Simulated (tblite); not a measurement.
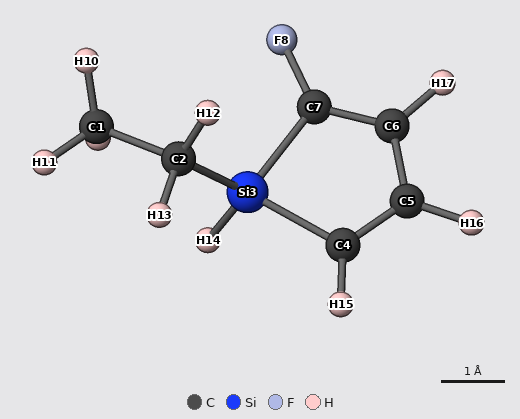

C₆H₉FSi, before the relaxation. Style: ball-and-stick. Shown from a free direction.

All numbers below come from GFN2-xTB geometry optimisation, gas phase in tblite 0.8.0.

```xyz
17

C     2.5675    0.4536   -0.2264
C     1.3402   -0.3087   -0.7512
Si    0.0431   -0.3167    0.5367
C    -1.4016   -1.3936    0.1198
C    -2.4576   -0.6490    0.0124
C    -2.2942    0.7362    0.1909
C    -1.0896    1.1654    0.4739
F    -0.6473    2.4307    0.7100
H     2.3865    0.7176    0.8389
H     2.7824    1.3324   -0.8537
H     3.4419   -0.1943   -0.2416
H     0.9849    0.0880   -1.7178
H     1.7158   -1.3604   -0.9044
H     0.5106   -0.5850    1.8915
H    -1.3089   -2.4654    0.0285
H    -3.4486   -1.1111   -0.2300
H    -3.1321    1.4722    0.1127
```

Where does the relaxation end?

Answer. After 87 geometry steps the energy has fallen by 15.2 kcal/mol. The largest move after the best rigid fit is that of H11, 1.05 Å. Largest moves by element: H 1.05 Å, C 0.29 Å, Si 0.18 Å, F 0.06 Å. Some distances before and after: C2–Si3 1.828 → 1.903 Å, C5–C6 1.406 → 1.453 Å, C4–C5 1.297 → 1.339 Å, C5–H16 1.120 → 1.081 Å. Among the angles between lasting bonds that change: C6–C7–F8 129.9° → 122.2°, C5–C4–H15 129.3° → 121.9°, Si3–C4–H15 122.0° → 128.2°. Groups turn about C1–C2 by about 55°. Cost: 1.1 s on 1 thread of Arm Neoverse N1, with other jobs on the host.

Step by step:

```
step  E − E(0), kcal/mol
   0                0.00
   1               -5.45
   2               -7.54
   3               -8.35
   4               -9.64
   5              -10.26
   6              -10.75
   7              -11.04
   8              -11.23
   9              -11.40
  10              -11.59
  14              -11.94
  18              -12.08
  22              -12.13
  26              -12.17
  30              -12.21
  34              -12.29
  38              -12.50
  42              -12.06
  46              -13.96
  51              -14.31
  55              -14.44
  59              -14.53
  63              -14.70
  67              -14.86
  71              -15.02
  75              -15.11
  79              -15.16
  83              -15.18
  87              -15.18
```

Final geometry:

```xyz
17

C     2.5429    0.5591   -0.2886
C     1.4891   -0.5018   -0.5920
Si    0.0419   -0.4593    0.6423
C    -1.4918   -1.4299    0.1351
C    -2.5172   -0.5919   -0.0649
C    -2.2648    0.8268    0.1228
C    -1.0119    1.1185    0.4847
F    -0.6012    2.3863    0.6996
H     2.9657    0.4091    0.7020
H     2.1083    1.5548   -0.3234
H     3.3529    0.5149   -1.0149
H     1.1148   -0.3574   -1.6072
H     1.9554   -1.4875   -0.5679
H     0.4590   -0.6816    2.0300
H    -1.5972   -2.4949    0.0187
H    -3.5077   -0.9098   -0.3580
H    -3.0452    1.5564   -0.0280
```

The end point in the same view:

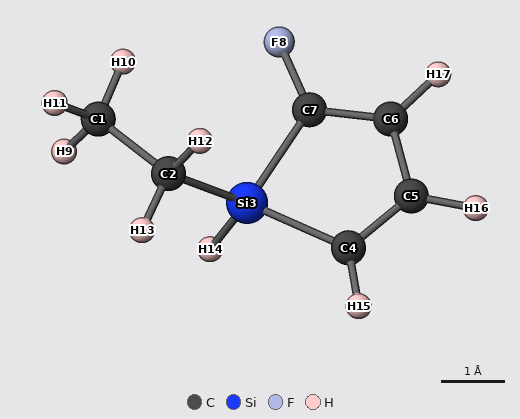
